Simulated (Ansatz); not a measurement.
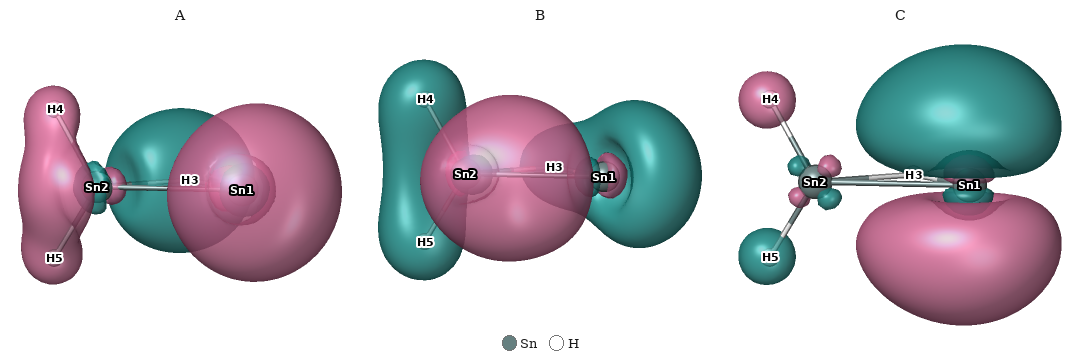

The picture shows: H3Sn2 (charge +1). Three frontier orbitals at ±0.08 Å⁻³ᐟ² (teal and pink are the two phases), in no order.

Geometry: PBE0-D4/def2-TZVP; core potentials replace the inner electrons of Sn.

Theory: RKS PBE0-D4/def2-TZVP (Ansatz 0.2.0).

Input

```
crystal:
  periodic: [false, false, false]
  atoms:
    - {symbol: Sn, position_ang: [0.229420, -0.395011, -2.271361]}
    - {symbol: Sn, position_ang: [0.466881, 0.207948, 0.425608]}
    - {symbol: H, position_ang: [-1.067314, -0.452710, -0.825948]}
    - {symbol: H, position_ang: [-0.163005, 1.656412, 1.063971]}
    - {symbol: H, position_ang: [0.534007, -1.016640, 1.607730]}
basis:
  gaussian: {orbitals: def2-TZVP, initial_orbitals: start.molden}
total_charge: 1
hamiltonian: {xc: pbe0, dispersion: d4}
scf: {omitted_lower_state_checks: [starts]}
output: {orbitals: {seedname: orbitals}}
```

Command:

```sh
ansatz run in.yaml --threads 4 --pin off --events-out ev --progress --plain --max-ram 3916MiB
```

> Which picture is the HOMO−1, the HOMO and the LUMO?

A is the HOMO−1 (−13.80 eV). It lies mainly on Sn1 (about 50 %), H3 (about 30 %) and Sn2 (about 20 %). B is the HOMO (−11.90 eV). Its weight (Hirshfeld) is mainly on Sn2 (about 45 %) and Sn1 (about 40 %). C is the LUMO (−8.49 eV). Its weight (Hirshfeld) is mainly on Sn1 (about 85 %) and Sn2 (about 10 %).

> What is the HOMO–LUMO gap?

3.41 eV between the orbital energies.
